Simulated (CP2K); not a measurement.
Consider 3-borylpyridine at its PBE geometry (Å).

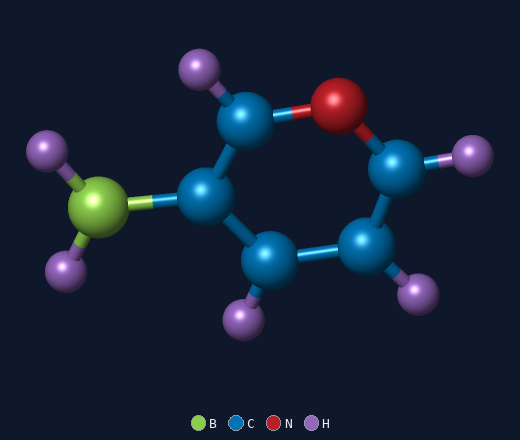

The molecule (boron green, carbon blue, nitrogen red, hydrogen purple).

```xyz
13

B     2.2437   -0.4138    0.1191
C     0.7476   -0.0742    0.0763
C    -0.2062   -0.9072   -0.5488
C    -1.5486   -0.5397   -0.5524
C    -1.9100    0.6591    0.0739
N    -1.0381    1.4865    0.6823
C     0.2495    1.1098    0.6702
H     2.6481   -1.4221   -0.3887
H     3.0127    0.3289    0.6614
H     0.1186   -1.8343   -1.0243
H    -2.3087   -1.1606   -1.0259
H    -2.9558    0.9774    0.0900
H     0.9471    1.7903    1.1670
```

Method: CP2K XAS_TDP, all-electron GAPW, PBEh(45%), aug-cc-pVDZ, TDA, GW2X-corrected core level, no relativity.

Question: Predict the bright core excitations at the C K edge.

Leading lines: C2 286.08 eV, C3 286.45 eV, C4 287.28 eV, C5 286.99 eV and C7 286.92 eV. The leading line of an atom is its first one with 35 % of the strongest within 2.5 eV of its lowest line over the strength cut. Core ionisation energies at this level: C4 292.37, C5 293.24, C7 293.13, C2 291.64 and C3 292.78 eV.

The first six lines of each atom with a strength over 0.0015:

```
                     atom  energy (eV)  states  strength, one atom  above the computed threshold
 C2 (bonded to B and 2 C)       286.08       1              0.0215                              
                                288.32       1              0.0312                              
                                291.40       1              0.0023                              
                                292.18       1              0.0023                           yes
                                292.37       1              0.0039                           yes
                                292.66       1              0.0019                           yes
 C3 (bonded to 2 C and H)       286.45       1              0.0532                              
                                288.98       1              0.0026                              
                                290.75       1              0.0113                              
                                291.85       1              0.0041                              
                                292.63       1              0.0028                              
                                293.15       1              0.0056                           yes
 C4 (bonded to 2 C and H)       287.28       1              0.0482                              
                                290.20       1              0.0118                              
                                290.72       1              0.0032                              
                                291.55       1              0.0030                              
                                291.76       1              0.0050                              
                                292.84       1              0.0042                           yes
C5 (bonded to C, N and H)       286.99       1              0.0537                              
                                291.24       1              0.0118                              
                                291.46       1              0.0067                              
                                292.29       1              0.0033                              
                                293.50       1              0.0057                           yes
                                293.89       1              0.0031                           yes
C7 (bonded to C, N and H)       286.92       1              0.0560                              
                                289.02       1              0.0017                              
                                291.46       1              0.0109                              
                                292.12       1              0.0043                              
                                292.94       1              0.0019                              
                                293.55       1              0.0023                           yes
```

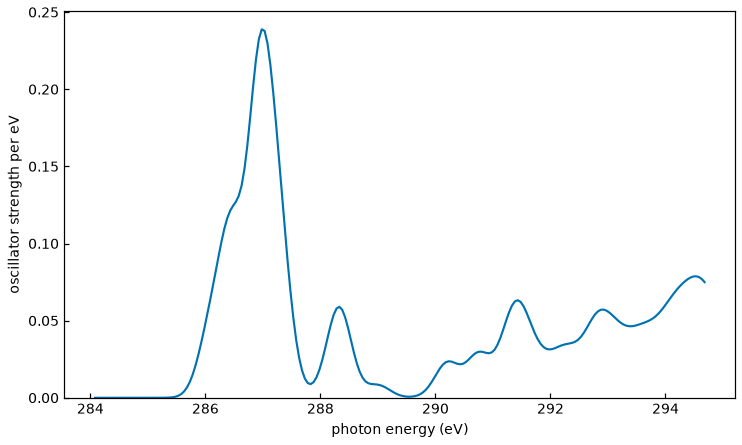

All atoms added, broadened by 0.5 eV.

Lines are vertical, at one geometry, with no vibrational structure. GW2X ionisation energies and lines can be off by 1 to 2 eV either way, and a good line position may hide errors that cancel. These values hold no scalar relativity, about 0.1 eV for C 1s. Rydberg lines, and the discretised continuum above threshold, depend on the basis and the box.

[Banner, clock and machine lines of the logs are left out without a mark of their own.]

[Logs are printed without paths, hosts, clocks, repeated set-up lines and the standing remarks that a program may print on its own settings, such as how far it seeks lower states.]

[Hosts, paths, dates, database ids (printed as entryN), source tags and the programs' standing remarks are cut or masked in the printed files.]
